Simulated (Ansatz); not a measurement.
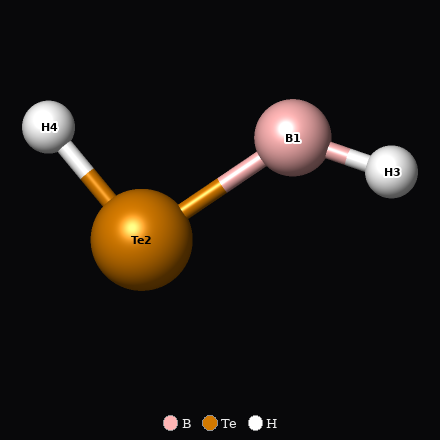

The system is BH₂Te, SMILES [BH][TeH], spin multiplicity 2; the picture shows the reference structure. The first coordinate is: angle H3–B1–Te2; the second: dihedral H3–B1–Te2–H4. Nothing is relaxed (all other coordinates rigid). The grid has 13 × 12 points; 91 points were computed and 65 follow by symmetry. Points are written as (first, second). All energies are given in eV relative to the lowest grid point. Energies and slopes of some neighbouring points disagree (a jump in structure or state, or too coarse a mesh). These are results of UKS PBE0-D4/def2-TZVP in Ansatz, not measurements.

Its coordinates:

```xyz
4

B    -0.0941   -0.8707    0.2748
Te    0.4068    1.1140   -0.0681
H     0.3955   -1.6080    1.0711
H    -0.7081    1.3648   -1.2779
```

Range: angle H3–B1–Te2 from 92.1 to 162.1°; dihedral H3–B1–Te2–H4 from −180 to 150°.

What will the energy surface look like?

Answer. The lowest grid point is at (127.1°, −180°). Other grid points that lie below all their neighbours: (133.0°, 0°) (0.044 eV higher). The highest grid point, (92.1°, −90°), lies 1.46 eV above the lowest.

| dihedral H3–B1–Te2–H4 ↓, angle H3–B1–Te2 → | 92.1 | 98.0 | 103.8 | 109.6 | 115.5 | 121.3 | 127.1 | 133.0 | 138.8 | 144.6 | 150.5 | 156.3 | 162.1 |
| --- | --- | --- | --- | --- | --- | --- | --- | --- | --- | --- | --- | --- | --- |
| 150 | 0.65 | 0.47 | 0.34 | 0.24 | 0.18 | 0.14 | 0.12 | 0.12 | 0.13 | 0.15 | 0.18 | 0.20 | 0.22 |
| 120 | 1.09 | 0.89 | 0.75 | 0.63 | 0.55 | 0.49 | 0.45 | 0.42 | 0.40 | 0.38 | 0.35 | 0.32 | 0.30 |
| 90 | 1.46 | 1.26 | 1.10 | 0.98 | 0.89 | 0.84 | 0.81 | 0.78 | 0.68 | 0.57 | 0.47 | 0.40 | 0.33 |
| 60 | 1.13 | 0.93 | 0.77 | 0.64 | 0.55 | 0.48 | 0.43 | 0.40 | 0.37 | 0.35 | 0.33 | 0.31 | 0.29 |
| 30 | 0.78 | 0.59 | 0.44 | 0.32 | 0.24 | 0.18 | 0.15 | 0.14 | 0.14 | 0.15 | 0.17 | 0.19 | 0.22 |
| 0 | 0.65 | 0.47 | 0.32 | 0.21 | 0.13 | 0.08 | 0.05 | 0.04 | 0.05 | 0.08 | 0.11 | 0.15 | 0.19 |
| −30 | 0.78 | 0.59 | 0.44 | 0.32 | 0.24 | 0.18 | 0.15 | 0.14 | 0.14 | 0.15 | 0.17 | 0.19 | 0.22 |
| −60 | 1.13 | 0.93 | 0.77 | 0.64 | 0.55 | 0.48 | 0.43 | 0.40 | 0.37 | 0.35 | 0.33 | 0.31 | 0.29 |
| −90 | 1.46 | 1.26 | 1.10 | 0.98 | 0.89 | 0.84 | 0.81 | 0.78 | 0.68 | 0.57 | 0.47 | 0.40 | 0.33 |
| −120 | 1.09 | 0.89 | 0.75 | 0.63 | 0.55 | 0.49 | 0.45 | 0.42 | 0.40 | 0.38 | 0.35 | 0.32 | 0.30 |
| −150 | 0.65 | 0.47 | 0.34 | 0.24 | 0.18 | 0.14 | 0.12 | 0.12 | 0.13 | 0.15 | 0.18 | 0.20 | 0.22 |
| −180 | 0.48 | 0.31 | 0.19 | 0.10 | 0.04 | 0.01 | 0.00 | 0.01 | 0.03 | 0.07 | 0.11 | 0.15 | 0.19 |

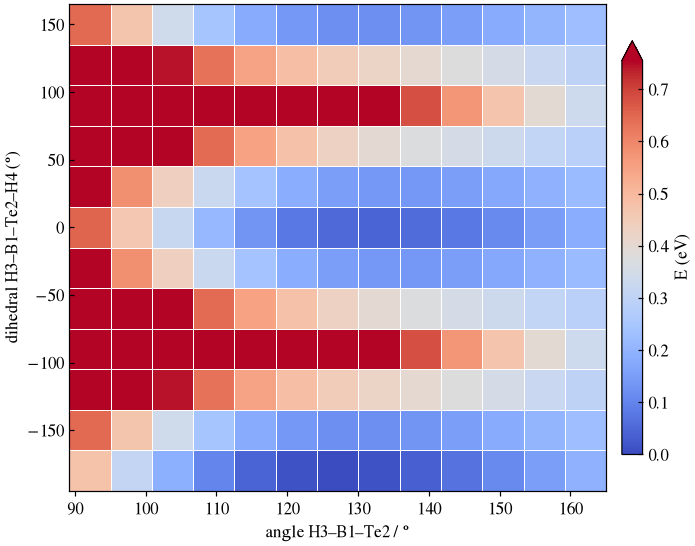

Drawn: one coloured cell a grid point, one colour for all values above the top of the scale.

Each point was launched as `ansatz run input.yaml --threads 1 --pin off --max-ram 2560MiB --backend cpu --events-out ev --progress --plain --runs-dir out`. The whole map (91 points run) took 10 min on 1 thread of Arm Neoverse N1 (shared host).
